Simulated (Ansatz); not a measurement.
# BH3O (SMILES BO) at 6 levels

Wanted: a comparison of 6 runs (PBE/STO-3G, SVWN5/STO-3G, UB3LYP/STO-3G, wB97M-V/STO-3G, CCSDT(Q)/STO-3G, CCSDTQ/STO-3G) of BH3O. 

Program for the calculation: Ansatz 0.2.0.

46 further runs of the same task are left out: 46 set aside as unsound or not needed.

**1. The system as given**

The species is BH3O (5 atoms), meant as a singlet with charge 0. SMILES: `BO`. The H5–O2 distance was set to 2.402 Å, away from the relaxed value. At this shape a bond of the SMILES string is far longer than usual.

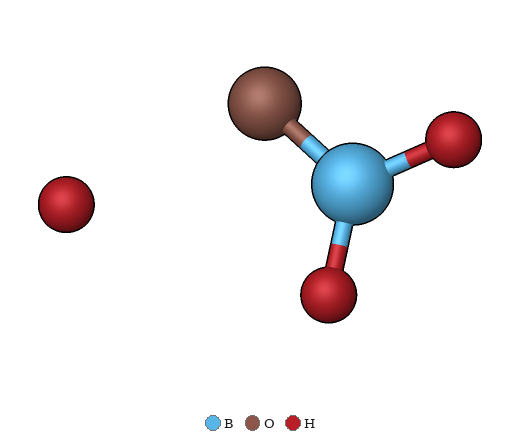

The structure, seen from a chosen angle (boron blue, oxygen brown, hydrogen red).

**2. The energy at PBE/STO-3G (run 1)**

The input, run.yaml:

```yaml
crystal:
  periodic: [false, false, false]
  atoms:
    - {symbol: B, position_ang: [-0.917343, -0.907794, 1.211088]}
    - {symbol: O, position_ang: [-0.277243, 0.246806, 1.482288]}
    - {symbol: H, position_ang: [-1.511043, -1.420494, 2.114188]}
    - {symbol: H, position_ang: [-0.881343, -1.383894, 0.108288]}
    - {symbol: H, position_ang: [0.874000, 1.171800, -0.411700]}
basis:
  gaussian:
    orbitals: STO-3G
hamiltonian:
  xc: {name: PBE}
accuracy: high
```

Started as:

```
ansatz run run.yaml --threads 1 --pin off --max-ram 2610MiB --events-out events.jsonl --progress --plain --runs-dir runs
```

The program printed:

```text
Warning: RAYON_NUM_THREADS=1 ignored (pool sized by the plan → 1); use --threads N
Functional definition: PBE
  name "PBE"
  parameter kappa = 0.804
  parameter beta = 0.06672455060314922
  exchange = pbe_x(kappa = kappa, mu = beta*pi^2/3)
  correlation = pbe_c(beta = beta)
206 factors; integrals over basis functions are off by at most 2.1e-8 eV
mean field evaluation 1: about -2725.4663 eV, gradient 1.5e1 eV
mean field evaluation 2: about -2707.6366 eV, gradient 5.0e1 eV
mean field evaluation 4: about -2718.3933 eV, gradient 2.4e1 eV
mean field evaluation 8: about -2726.5934 eV, gradient 1.5e-1 eV
mean field -2726.59349721 eV, -100.2004628711 hartree, gradient 2.2e-8 eV, S^2 0.000000; 0 other end points of the search recorded, 0 dependent functions left out
reference -2726.59349897 eV, -100.2004629357 hartree; 8, 8 occupied and 5, 5 virtual orbitals, 206 factors
Total energy: -2726.59349897 eV, -100.2004629357 hartree
```

Run time: 0.74 s. Hardware: 1 thread of Arm Neoverse V1, shared host.

**3. A single-point energy at SVWN5/STO-3G (run 2)**

The input, input.yaml:

```yaml
crystal:
  periodic: [false, false, false]
  atoms:
    - symbol: B
      position_ang: [-0.917343, -0.907794, 1.211088]
    - symbol: O
      position_ang: [-0.277243, 0.246806, 1.482288]
    - symbol: H
      position_ang: [-1.511043, -1.420494, 2.114188]
    - symbol: H
      position_ang: [-0.881343, -1.383894, 0.108288]
    - symbol: H
      position_ang: [0.874000, 1.171800, -0.411700]
basis:
  gaussian:
    orbitals: STO-3G
hamiltonian:
  xc: {name: SVWN5}
accuracy: high
```

Started as:

```
ansatz run input.yaml --threads 1 --pin off --max-ram 2610MiB --events-out events.jsonl --progress --plain --runs-dir runs
```

The program printed:

```text
Warning: RAYON_NUM_THREADS=1 ignored (pool sized by the plan → 1); use --threads N
Functional definition: SVWN5
  name "SVWN5"
  exchange = slater_x
  correlation = vwn5_c
206 factors; integrals over basis functions are off by at most 2.1e-8 eV
mean field evaluation 1: about -2703.3701 eV, gradient 2.1e1 eV
mean field evaluation 2: about -2679.8894 eV, gradient 6.8e1 eV
mean field evaluation 4: about -2696.5577 eV, gradient 2.1e1 eV
mean field evaluation 8: about -2706.1841 eV, gradient 2.1e-1 eV
mean field -2706.18445977 eV, -99.4504445788 hartree, gradient 1.0e-8 eV, S^2 0.000000; 0 other end points of the search recorded, 0 dependent functions left out
reference -2706.18446148 eV, -99.4504446415 hartree; 8, 8 occupied and 5, 5 virtual orbitals, 206 factors
Total energy: -2706.18446148 eV, -99.4504446415 hartree
```

Run time: 0.5 s. Hardware: 1 thread of Arm Neoverse V1, shared host.

Runs 3 to 4 aren't shown in full; the table further down has their settings and results.

**4. The energy at CCSDT(Q)/STO-3G (run 5)**

The input, input.yaml:

```yaml
crystal:
  periodic: [false, false, false]
  atoms:
    - {symbol: B, position_ang: [-0.917343, -0.907794, 1.211088]}
    - {symbol: O, position_ang: [-0.277243, 0.246806, 1.482288]}
    - {symbol: H, position_ang: [-1.511043, -1.420494, 2.114188]}
    - {symbol: H, position_ang: [-0.881343, -1.383894, 0.108288]}
    - {symbol: H, position_ang: [0.874000, 1.171800, -0.411700]}
basis:
  gaussian:
    orbitals: STO-3G
correlation:
  method: ccsdt_q
  frozen_orbitals: {B: 1, H: 0, O: 1}
accuracy: high
scf:
  omitted_lower_state_checks: [cluster_reference, increment]
```

Started as:

```
ansatz run input.yaml --threads 1 --pin off --max-ram 2610MiB --events-out events.jsonl --progress --plain --runs-dir runs
```

The program printed:

```text
Warning: RAYON_NUM_THREADS=1 ignored (pool sized by the plan → 1); use --threads N
[... 11 lines left out ...]
2 core orbitals not correlated: weight in the atoms' cores, before any rotation towards them, 1.000 or more for the frozen orbitals, at most 0.000 for the correlated occupied ones
[... 41 lines left out ...]
WARN: these amplitudes may be one of several solutions (largest doubles amplitude 0.81, level shift 13.50 eV)
Total energy: -2719.82101959 eV, -99.9515789089 hartree
Checks for a lower state left out: cluster_reference, increment
```

Run time: 0.24 s. Hardware: 1 thread of Arm Neoverse V1, shared host.

**5. A single-point energy at CCSDTQ/STO-3G (run 6)**

The input, molecule.yaml:

```yaml
crystal:
  periodic: [false, false, false]
  atoms:
    - {symbol: B, position_ang: [-0.917343, -0.907794, 1.211088]}
    - {symbol: O, position_ang: [-0.277243, 0.246806, 1.482288]}
    - {symbol: H, position_ang: [-1.511043, -1.420494, 2.114188]}
    - {symbol: H, position_ang: [-0.881343, -1.383894, 0.108288]}
    - {symbol: H, position_ang: [0.874000, 1.171800, -0.411700]}
basis:
  gaussian: {orbitals: STO-3G}
correlation: {method: ccsdtq, frozen_orbitals: {B: 1, H: 0, O: 1}}
accuracy: high
scf: {omitted_lower_state_checks: [cluster_reference, increment]}
```

Started as:

```
ansatz run molecule.yaml --threads 1 --pin off --max-ram 2610MiB --events-out events.jsonl --progress --plain --runs-dir runs
```

The program printed:

```text
Warning: RAYON_NUM_THREADS=1 ignored (pool sized by the plan → 1); use --threads N
[... 11 lines left out ...]
2 core orbitals not correlated: weight in the atoms' cores, before any rotation towards them, 1.000 or more for the frozen orbitals, at most 0.000 for the correlated occupied ones
[... 43 lines left out ...]
WARN: these amplitudes may be one of several solutions (largest doubles amplitude 0.81, level shift 13.50 eV)
Total energy: -2719.82917092 eV, -99.9518784650 hartree
Checks for a lower state left out: cluster_reference, increment
```

Run time: 2.8 s. Hardware: 1 thread of Arm Neoverse V1, shared host.

**6. Overview of the runs**

```
run            level  frozen core orbitals  energy (Eh)  wall time
  1       PBE/STO-3G                     –  -100.200463     0.74 s
  2     SVWN5/STO-3G                     –   -99.450445      0.5 s
  3    UB3LYP/STO-3G                     –  -100.373405      2.1 s
  4   wB97M-V/STO-3G                     –  -100.256641       11 s
  5  CCSDT(Q)/STO-3G                     2   -99.951579     0.24 s
  6    CCSDTQ/STO-3G                     2   -99.951878      2.8 s
```

**7. Summary of results**

| quantity | value |
| --- | --- |
| run 6: total energy | -99.95188 Eh |
| run 6: correlation energy (2 core orbitals frozen) | -326.1 mEh |
| run 6: T1 diagnostic | 0.033 |

**Reading.** Totals of different functionals can't be ranked against each other. In runs 5, 6 the log says that unrestricted orbitals would lower the reference, so the values rest on an unstable closed-shell determinant (other closed-shell runs at this shape may share the fault). In runs 1, 2, 3, 4, 5, 6 the basis is minimal, so the values are rough. Spin contamination of the reference: run 3 ⟨S²⟩ = 0.96. Where it is this large, the reference is a mixture of spin states, and values that rest on it are in doubt. All runs together took 18 s, the longest 11 s.
